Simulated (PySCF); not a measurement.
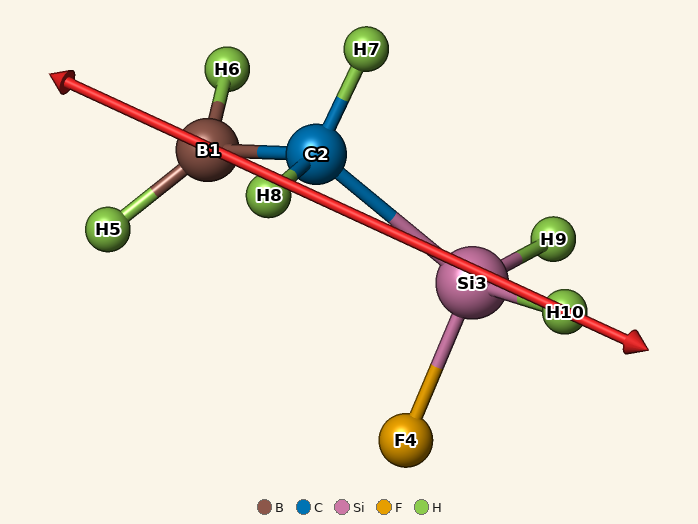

The double arrow shows the direction of the transition dipole to excited singlet state 4 (its length means nothing). The computed structure is the end point of a GFN2-xTB optimisation. No frequency run is at hand to confirm it as a minimum. Method: TDDFT B3LYP/def2-SVPD, vertical, gas phase, core orbitals frozen in the response (PySCF 2.14.0).

Question: Where does the transition lie, and how strong is it?

Answer: 7.33 eV (169 nm), oscillator strength 0.089, mainly HOMO−3 → LUMO (weight 0.87); transition dipole 1.79 D.

The geometry is semi-empirical. Around B, Si such bond lengths and angles can be off by a tenth of an ångström or more and by several degrees, and values that hang on the shape move with them.
